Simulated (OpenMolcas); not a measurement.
Excited-state calculation of InH2O (part 3 of 3)

The same run, continued: InH2O, multiplicity 2, SMILES [O][InH2]; CASPT2/def2-TZVP (OpenMolcas 26.06). The geometry comes from this level: GFN2-xTB.

Geometry of the input (Å):
```
O  -1.7165  -0.0439  -0.3071
In 0.0717  -0.1987  0.1172
H  1.3165  -1.1214  0.8374
H  0.3283  1.3640  -0.6475
```

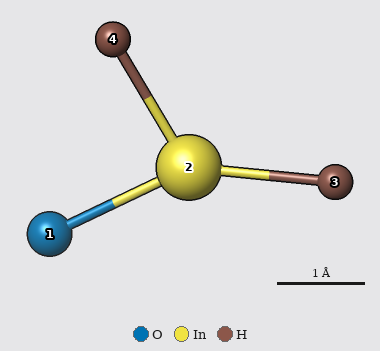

Figure 1. The structure as given in the input (ball-and-stick view, seen at a tilt; atoms are numbered from 1 in the order of the input). Sticks mark near contacts.

## Output, continued
```
-----------------------------------------------------------------------------------------------------------------------------
   1    -0.003658   -0.002110   -0.024903   -0.042785   -0.018233   -0.065311   -0.051071   -0.300489   -0.508560    0.033504
   2    -0.004192   -0.002327   -0.026429   -0.043834   -0.018964   -0.065395   -0.051273   -0.301270   -0.513684    0.009129
   3    -0.004195   -0.002343   -0.026513   -0.043900   -0.018964   -0.065462   -0.051319   -0.301239   -0.513936    0.002941
   4    -0.004218   -0.002345   -0.026439   -0.043814   -0.018935   -0.065453   -0.051302   -0.301200   -0.513708    0.000845
   5    -0.004217   -0.002346   -0.026433   -0.043805   -0.018938   -0.065451   -0.051299   -0.301203   -0.513691    0.000257
   6    -0.004215   -0.002346   -0.026432   -0.043812   -0.018941   -0.065453   -0.051301   -0.301207   -0.513706    0.000075
   7    -0.004215   -0.002346   -0.026432   -0.043813   -0.018941   -0.065453   -0.051301   -0.301207   -0.513707    0.000026
   8    -0.004215   -0.002346   -0.026433   -0.043812   -0.018941   -0.065453   -0.051301   -0.301207   -0.513706    0.000008
   9    -0.004215   -0.002346   -0.026433   -0.043812   -0.018941   -0.065453   -0.051301   -0.301207   -0.513706    0.000003
-----------------------------------------------------------------------------------------------------------------------------

  FINAL CASPT2 RESULT:

      Reference energy:        -265.1507282976
      E2 (Non-variational):      -0.5137059012
      E2 (Variational):          -0.5137059019
      Total energy:            -265.6644341995
      Residual norm:              0.0000008177
      Reference weight:           0.88910

      Contributions to the CASPT2 correlation energy
      Active & Virtual Only:         -0.0918851419
      One Inactive Excited:          -0.0993275319
      Two Inactive Excited:          -0.3224932275

++ Denominators, etc.
--------------------------------------------------------------------------------------------------------------
 Report on small energy denominators, large coefficients, and large energy contributions.
CASE  SYMM ACTIVE-MIX  NON-ACTIVE INDICES          DENOMINATOR     RHS VALUE       COEFFICIENT     CONTRIBUTION
VJTU     1  Mu1.0001  In1.013                       0.18617533      0.00458773     -0.02846907     -0.00013061
BVATM    1  Mu1.0003  Se1.052 Se1.051               4.52742394      0.11576215     -0.02553578     -0.00295608
BJAIP    1  Se1.022 In1.013 Se1.022 In1.013         1.16270690      0.03217688     -0.02936834     -0.00094498
--

   (Skipping property calculation,
    use PROP keyword to activate)
--

  Total CASPT2 energies:

  State-specific CASPT2 energies obtained using
  rotated states do not have a well-defined physical
  meaning, however they can be extracted from the
  diagonal of the effective Hamiltonian.

++ Multi-State CASPT2 section:
********************************************************************************
  MULTI-STATE CASPT2 SECTION
--------------------------------------------------------------------------------

  Output diagonal energies have been shifted. Add    265.00000000000000

  Effective Hamiltonian matrix (Symmetric):

                1               2               3
   1      -530.71949974
   2        -0.00000086   -530.69801130
   3        -0.01582416      0.00000173   -530.67095971

       Total RMS-CASPT2 energies:
::    RMS-CASPT2 Root  1     Total energy:   -265.72420277
::    RMS-CASPT2 Root  2     Total energy:   -265.69801130
::    RMS-CASPT2 Root  3     Total energy:   -265.66625668

       Eigenvectors:
            0.95856027      0.00000494     -0.28488983
            0.00001264      1.00000000      0.00005987
            0.28488983     -0.00006099      0.95856026

       In terms of the input states:
            0.99991835     -0.00000904      0.01277856
            0.00000901      1.00000000      0.00000245
           -0.01277856     -0.00000233      0.99991835

--

  THE ORIGINAL CI ARRAYS ARE NOW MIXED AS LINEAR
  COMBINATIONS, GIVEN BY THE EIGENVECTORS.
  A NEW JOBIPH FILE NAMED 'JOBMIX' IS PREPARED.
********************************************************************************

++ Mixed CI coefficients:
  The CI coefficients for the MIXED state nr.   1
--------------------------------------------------------------------------------
 CI COEFFICIENTS LARGER THAN  5.00E-02
  Occupation of active orbitals, and spin coupling
  of open shells. (u,d: Spin up or down).
  SGUGA info is (Midvert:IsyUp:UpperWalk/LowerWalk)
        Conf  SGUGA info        Occupation    Coefficient         Weight
           1  ( 1:1:   1/   1)   22u00          -0.971483       0.943779
           2  ( 1:1:   1/   2)   2u200           0.179852       0.032347
          30  ( 4:1:   1/   3)   20u20          -0.076698       0.005883
          36  ( 4:1:   3/   4)   uduud           0.057594       0.003317
          41  ( 4:1:   4/   5)   02u02          -0.075130       0.005644
          66  ( 6:1:   1/   1)   uuudd          -0.063403       0.004020

  The CI coefficients for the MIXED state nr.   2
--------------------------------------------------------------------------------
 CI COEFFICIENTS LARGER THAN  5.00E-02
  Occupation of active orbitals, and spin coupling
  of open shells. (u,d: Spin up or down).
  SGUGA info is (Midvert:IsyUp:UpperWalk/LowerWalk)
        Conf  SGUGA info        Occupation    Coefficient         Weight
           3  ( 1:1:   1/   3)   u2200          -0.991638       0.983346
          46  ( 4:1:   1/   7)   u0220           0.084265       0.007101
          51  ( 4:1:   2/   8)   0u2du          -0.082045       0.006731

  The CI coefficients for the MIXED state nr.   3
--------------------------------------------------------------------------------
 CI COEFFICIENTS LARGER THAN  5.00E-02
  Occupation of active orbitals, and spin coupling
  of open shells. (u,d: Spin up or down).
  SGUGA info is (Midvert:IsyUp:UpperWalk/LowerWalk)
        Conf  SGUGA info        Occupation    Coefficient         Weight
           1  ( 1:1:   1/   1)   22u00          -0.179057       0.032061
           2  ( 1:1:   1/   2)   2u200          -0.975141       0.950900
          48  ( 4:1:   3/   7)   u02ud           0.077431       0.005996
          53  ( 4:1:   4/   8)   0u202          -0.081867       0.006702

--

--- Stop Module: caspt2 /rc=_RC_ALL_IS_WELL_ ---
--- Module caspt2 spent 8 seconds ---

.##################.
.# Happy landing! #.
.##################.

    Timing: Wall=16.25 User=14.65 System=1.59
```

## Key numbers

| quantity | value |
| --- | --- |
| outcome | converged |
| total energy | −265.724203 hartree |
| CASSCF energy | −265.224649 hartree |
| basis functions | 93 |
| wall time | 17 s |
| peak memory | 0.089 GiB |

## Notes

Settings chosen away from the usual ones: roots set to 3 (from default).
